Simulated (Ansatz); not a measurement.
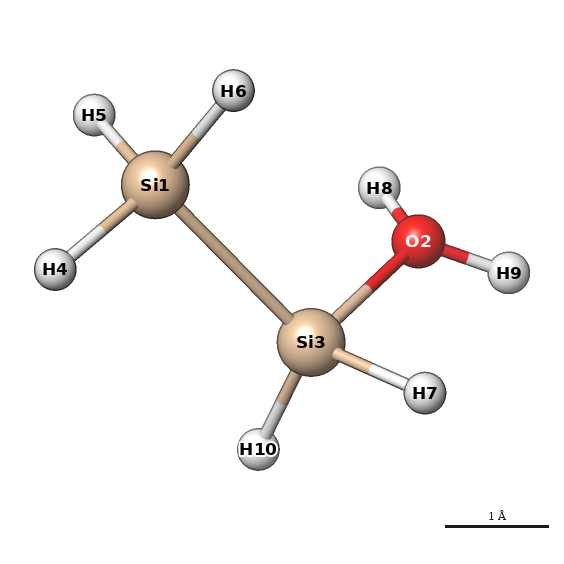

The view is orthographic, and the bar gives the scale. State: charge +1, singlet. Computed geometry: PBE0-D4/def2-TZVP optimisation. No frequency run is at hand to confirm it as a minimum.

Write Cartesian coordinates in Å in the frame of the picture: x to the right, y up, z towards the viewer, origin at the mean of the atomic positions.

```xyz
10
H7OSi2
Si  -1.26   0.68   0.95
O    1.32   0.13  -1.12
Si   0.27  -0.86   0.05
H   -2.24  -0.15   1.68
H   -1.86   1.37  -0.22
H   -0.49   1.61   1.81
H    1.38  -1.36   0.89
H    0.93   0.66  -1.83
H    2.20  -0.18  -1.36
H   -0.25  -1.91  -0.85
```
